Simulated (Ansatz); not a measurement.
# CH₂AlNO: a ladder of functionals and wavefunction methods

How much do the methods differ for CH₂AlNO? The plan is to run it at one geometry with functionals of several rungs and with coupled cluster. The yardstick is the atomisation energy at the CCSD(T) limit.

Program: Ansatz 0.2.0, Gaussian basis. Level of theory: functionals in def2-TZVPP, the program's frozen cores in correlated methods. These are calculated values, not measurements.

Levels to be run: LDA (SPW92), PBE-D4, revPBE-D4, BLYP-D4, r2SCAN-D4, B97M-V, PBE0-D4, B3LYP-D4, r2SCANh-D4, r2SCAN0-D4, HSE06-D4, BHLYP-D4, CAM-B3LYP-D4, LC-ωPBE, ωB97X-V, ωB97M-V, B2PLYP, PBE-QIDH; CCSD(T)/def2-SVP; CCSD(T)/def2-TZVPP; MP2/def2-QZVPP; extrapolation to the limit; RPA on PBE.

## Step 1: The relaxed structure

All runs share one geometry, relaxed beforehand with PBE0-D4 in a triple-zeta def2 set.

SMILES `N#[C][AlH][OH]`, 6 atoms, charge 0, spin multiplicity 1.

Atoms are counted from 1 here; the program's logs count them from 0.

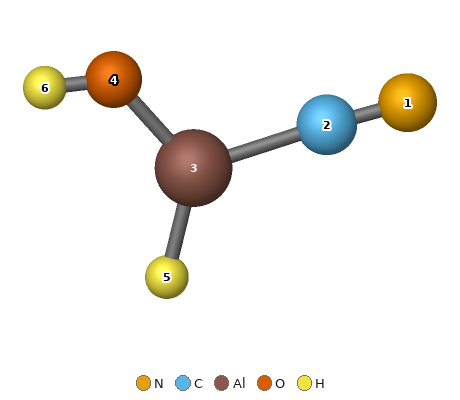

The structure; nitrogen amber, carbon blue, aluminium brown, oxygen orange, hydrogen yellow; atoms are numbered from 1 in the order of the file.

## Step 2: LDA

This LDA is Slater exchange with PW92 correlation.

File in.yaml:

```yaml
crystal:
  periodic: [false, false, false]
  atoms:
    - {symbol: N, position_ang: [2.424442, -1.063881, 0.896597]}
    - {symbol: C, position_ang: [1.389141, -0.717913, 0.524132]}
    - {symbol: Al, position_ang: [-0.370744, -0.226522, -0.095387]}
    - {symbol: O, position_ang: [-0.557274, 1.418349, -0.385475]}
    - {symbol: H, position_ang: [-1.485804, -1.312087, -0.291072]}
    - {symbol: H, position_ang: [-1.357661, 1.838153, -0.694896]}
basis:
  gaussian: {orbitals: def2-TZVPP}
hamiltonian: {xc: lda}
output: {orbitals: {seedname: orbitals}}
```

Run with:

```sh
$ ansatz run in.yaml --threads 2 --pin off --events-out ev --progress --plain --max-ram 4352MiB
```

After this run come: PBE-D4 (GGA); revPBE-D4 (GGA); BLYP-D4 (GGA); r2SCAN-D4 (meta-GGA); B97M-V (meta-GGA); B3LYP-D4 (hybrid); r2SCANh-D4 (hybrid); r2SCAN0-D4 (hybrid); HSE06-D4 (hybrid); BHLYP-D4 (hybrid); CAM-B3LYP-D4 (range-separated); LC-ωPBE (range-separated); ωB97X-V (range-separated); ωB97M-V (range-separated); B2PLYP (double hybrid); PBE-QIDH (double hybrid); CCSD(T) in def2-SVP; CCSD(T) in def2-TZVPP; MP2 in def2-QZVPP; RPA on PBE orbitals.

**Question.** What will the summary of the whole plan be? Wanted: atomisation energy, CCSD(T)/CBS; farthest beyond LDA; mean size of error, GGA; mean size of error, meta-GGA; mean size of error, hybrid; mean size of error, range-separated; mean size of error, double hybrid; gap, smallest and largest; T1 diagnostic.

As calculated:

| quantity | value |
| --- | --- |
| atomisation energy, CCSD(T)/CBS | 25.276 eV |
| functionals within 0.126 eV (0.5 %) | B97M-V, CAM-B3LYP-D4, ωB97X-V, ωB97M-V |
| farthest beyond LDA | BHLYP-D4 (-1.368 eV) |
| mean size of error, GGA | 0.327 eV |
| mean size of error, meta-GGA | 0.091 eV |
| mean size of error, hybrid | 0.617 eV |
| mean size of error, range-separated | 0.073 eV |
| mean size of error, double hybrid | 0.345 eV |
| gap, smallest and largest | 5.17 eV (LDA (SPW92)), 12.61 eV (LC-ωPBE) |
| T1 diagnostic | 0.0139 |
| triples share of the correlation energy | 4.2 % |

In words: LDA overbinds by 3.566 eV (14 %). PBE-D4 is off by +0.552 eV. Double hybrids carry the basis error of their MP2 part in triple zeta, and no dispersion term here, so their miss is partly the set-up's. The rungs range-separated, meta-GGA miss on average by less than the doubt on the reference (0.126 eV), so they tie; hybrid functionals have the largest mean beyond LDA (0.617 eV), BHLYP with half exact exchange included. The reference freezes the cores and leaves out relativity and excitations past (T), so misses under about 0.126 eV can't be ranked. Hartree-Fock recovers 67 % of the binding; the rest is correlation. CCSD(T) in def2-SVP is off by -1.745 eV, so the small basis spoils what the method gains. Orbital gaps span 5.2 to 12.6 eV; exact exchange widens them.
